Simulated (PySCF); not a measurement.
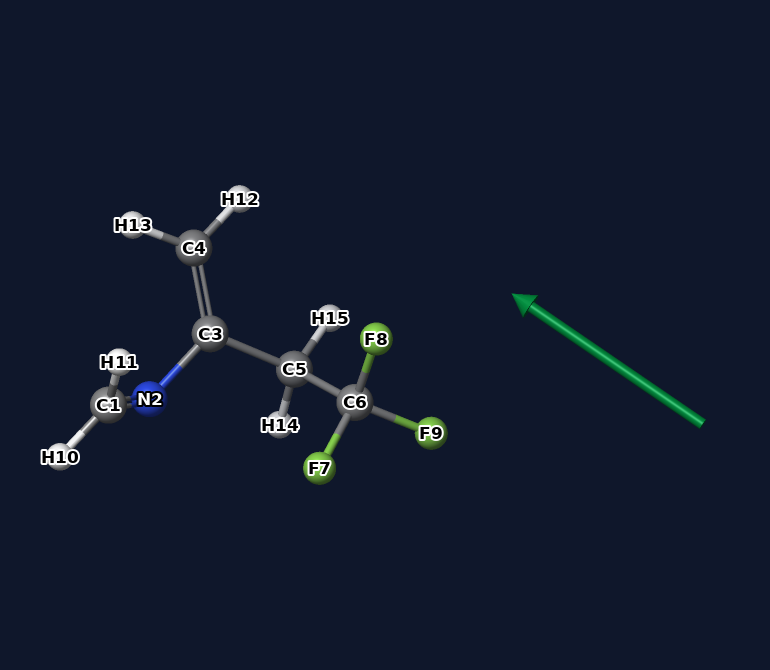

The arrow beside the molecule shows the direction of the dipole moment, from the negative to the positive end (its length means nothing). Computed geometry: GFN2-xTB optimisation. No frequency run is at hand to confirm it as a minimum. Properties computed with CAM-B3LYP/def2-SVPD, gas phase (PySCF 2.14.0).

### How large is the dipole moment?

2.26 D; it points from the side of F9 to the side of H13 (the outermost atoms at the two ends).
